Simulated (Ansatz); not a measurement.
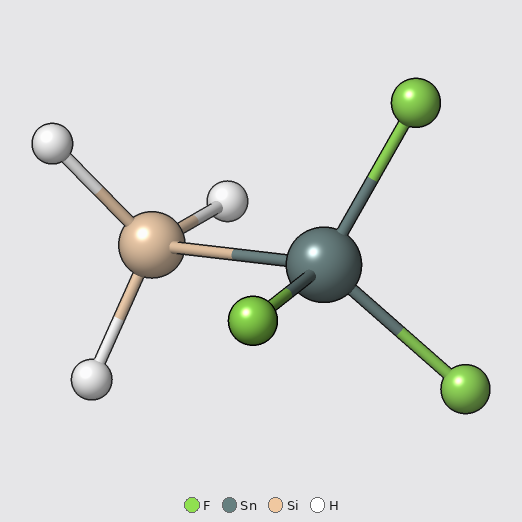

Ball-and-stick drawing of a structure.

Question: Count the atoms of each element.

Answer: F₃H₃SiSn, 8 atoms: 3 fluorine, 3 hydrogen, 1 silicon and 1 tin.

Question: Which point group does it belong to?

Answer: C3v.

Question: Count the bonded pairs by element.

Answer: 3 F–Sn, 3 Si–H, 1 Si–Sn.

Question: Name functional groups in it.

Answer: Among them: Si–H bond.

Question: Write the SMILES.

Answer: [F][Sn]([F])([F])[SiH3]

More results for the same structure follow; atom numbers are the same in all pictures, views and colours differ. The computed structure is the end point of a PBE0-D4/def2-TZVP optimisation.

## Geometry

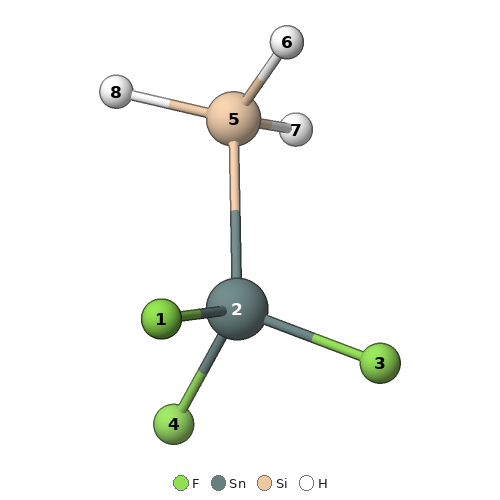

What are the angles F1–Sn2–F3, F1–Sn2–Si5, Sn2–Si5–H6, H6–Si5–H7?

| angle | degrees |
| --- | --- |
| F1–Sn2–F3 | 103.4 |
| F1–Sn2–Si5 | 115.2 |
| Sn2–Si5–H6 | 106.5 |
| H6–Si5–H7 | 112.3 |

## Electronic properties

Method: RKS B3LYP-D4/def2-TZVPP, core potentials on Sn (Ansatz 0.2.0).

Computed properties:

- dipole moment: 5.58 D
- HOMO energy (Kohn–Sham orbital): −9.40 eV
- LUMO energy (Kohn–Sham orbital): −2.28 eV
- HOMO–LUMO gap: 7.12 eV
- dispersion correction: −26.7 kJ/mol

## Vibrations

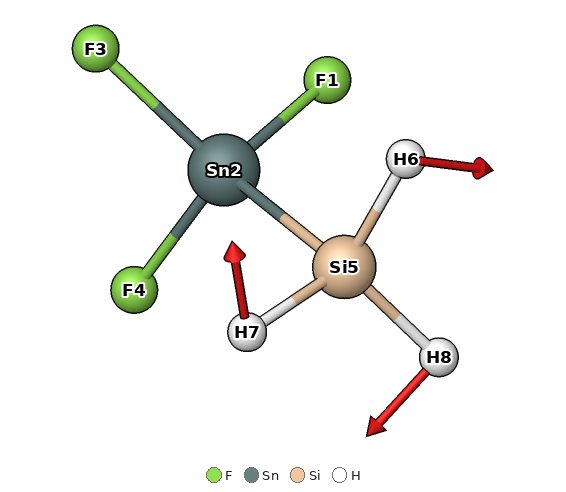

The arrows show one normal mode. Harmonic vibrations computed with RKS PBE0-D4/def2-TZVP, core potentials on Sn (Ansatz 0.2.0) at a stationary point of the same level.

Question: What kind of motion is it?

Answer: A torsion or out-of-plane motion in which bond lengths and bond angles hardly change.

Question: At what wavenumber does it lie?

Answer: 54 cm⁻¹; it is mode 1 of 18 counted from the lowest.

## Charges

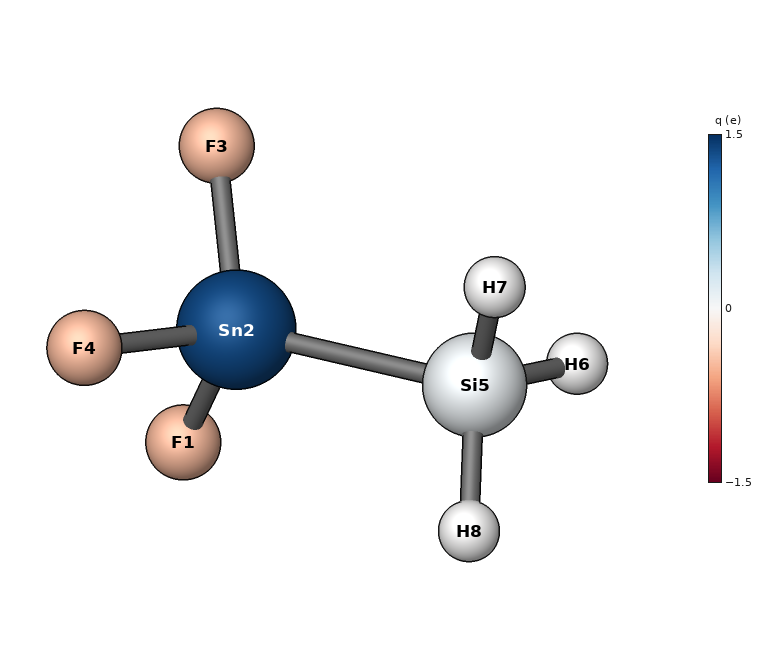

Atoms are coloured by their Mulliken charges. Properties computed with RKS B3LYP-D4/def2-TZVPP, core potentials on Sn (Ansatz 0.2.0).

Question: Which atom carries the highest charge (most positive or least negative)?

Answer: Sn2 (1.35 e).

Question: And the lowest?

Answer: F1, F3, F4 (−0.47 e).

List the Mulliken charges.

| atom | value (e) |
| --- | --- |
| F1 | −0.47 |
| Sn2 | 1.35 |
| F3 | −0.47 |
| F4 | −0.47 |
| Si5 | 0.08 |
| H6 | −0.01 |
| H7 | −0.01 |
| H8 | −0.01 |

Mulliken values depend strongly on the basis set and can even reverse the polarity of a bond.
